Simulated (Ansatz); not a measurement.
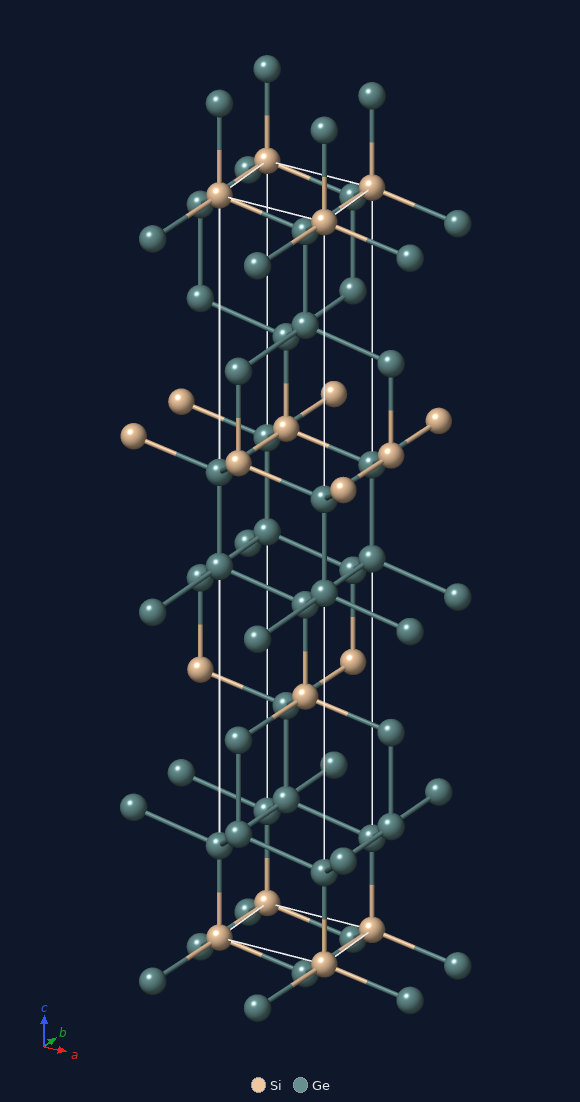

Ball-and-stick representation of a periodic structure, projected slightly off an axis. Atoms at the boundary of the conventional unit cell (the box) are drawn once for each face, edge or corner they touch. Neighbours across the faces are drawn wherever a bond reaches them.

SiGe$_{3}$, space group R3m (No. 160), a = 3.968 Å, b = 3.968 Å, c = 19.402 Å, α = 90.00°, β = 90.00°, γ = 120.00°. Starting structure: a structure type filled with these elements by a generator (whether the compound takes this form wasn't checked). Earlier steps of the study, as a rule a relaxation of our own, may have changed the cell and positions, so they can lie some per cent off the listed ones. A calculation with Ansatz used it as input.

This one geometry was computed with Ansatz (DFT, plane waves, PAW) at three levels of theory: PBE, PBE with spin-orbit coupling and r2SCAN. It was relaxed beforehand with r2SCAN.

Q: Which level gives the highest pressure at this volume, and what does that say about its equilibrium volume?

A: Highest: PBE (2.7 GPa) and PBE with spin-orbit coupling (2.6 GPa), which points to the largest equilibrium volume. Lowest, with the smallest volume: r2SCAN (0.0 GPa). Levels within 0.5 GPa of each other can't be told apart.

Q: How does the band gap change with the level of theory?

A: PBE with spin-orbit coupling: a gap of 0.30 eV, direct; PBE: a gap of 0.38 eV, direct; r2SCAN: a gap of 0.65 eV, indirect.

Q: Collect the results in a table.

A:
| level | cutoff (eV) | k-mesh of the run's cell | gap (eV) | pressure (GPa) |
| --- | --- | --- | --- | --- |
| PBE | 420 | 8×8×8 | 0.38 | 2.7 |
| PBE with spin-orbit coupling | 420 | 8×8×8 | 0.30 | 2.6 |
| r2SCAN | 500 | 8×8×8 | 0.65 | 0.0 |

Gaps are taken on the k-mesh or band path of each run.
